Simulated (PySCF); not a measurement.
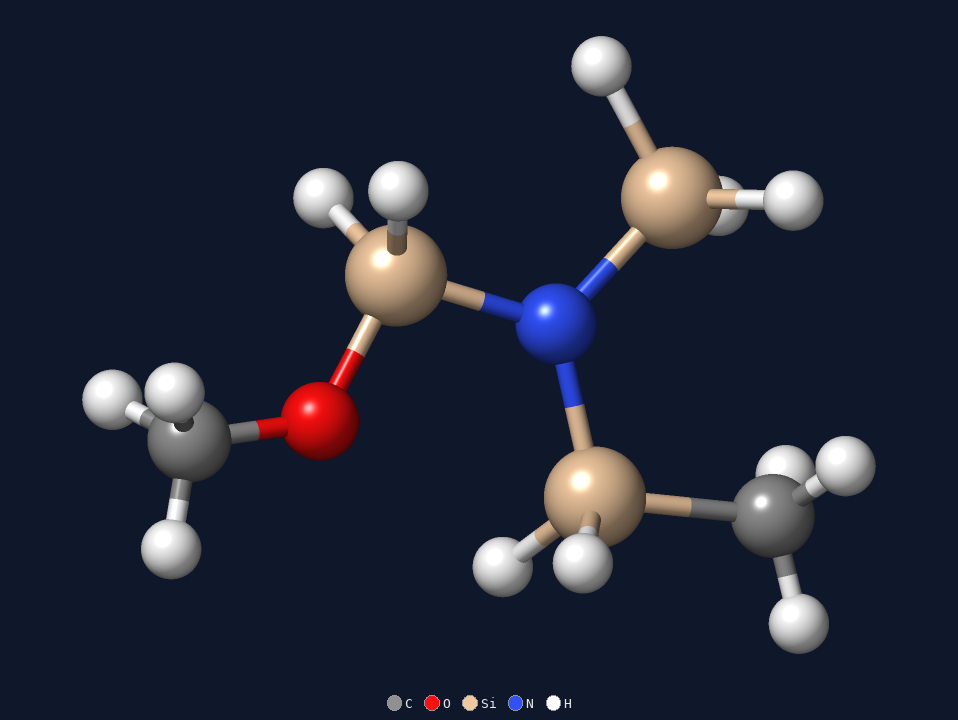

Simulated data, not a measurement (program: PySCF).

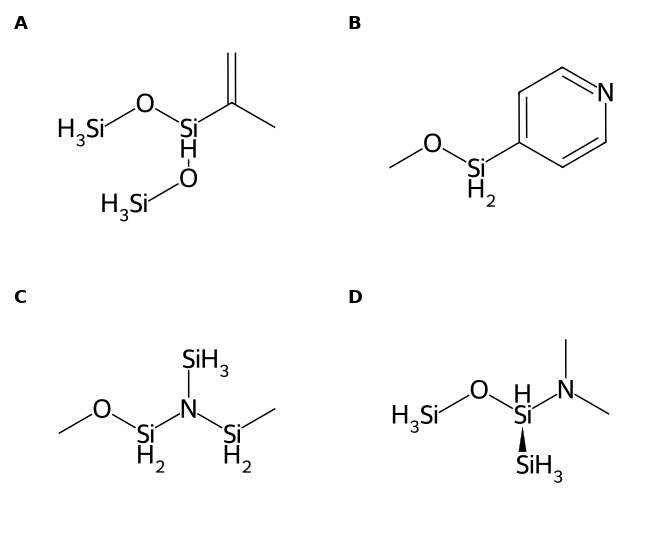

### Which structural formula matches the 3D model?

C, `CO[SiH2]N([SiH3])[SiH2]C`.
